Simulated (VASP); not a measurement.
Band structure of C (relaxed from the fcc structure, space group Fm-3m). Calculation: r2SCAN meta-GGA, VASP's PBE PAW potentials (set 64) (plane waves; VASP).

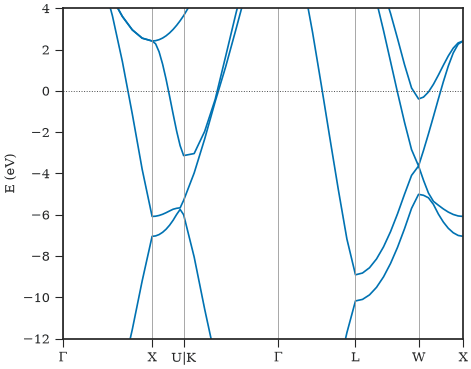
*Bands along high-symmetry lines, zero at the valence-band maximum or, without a gap, the Fermi level*

Problem. Read the plot: is there a gap, and where are the band edges?

Solution. It has no gap at this level: it comes out as a metal or semimetal.

The structure was generated: C was put into the fcc type (Fm-3m), which need not be its known phase. It was relaxed first.
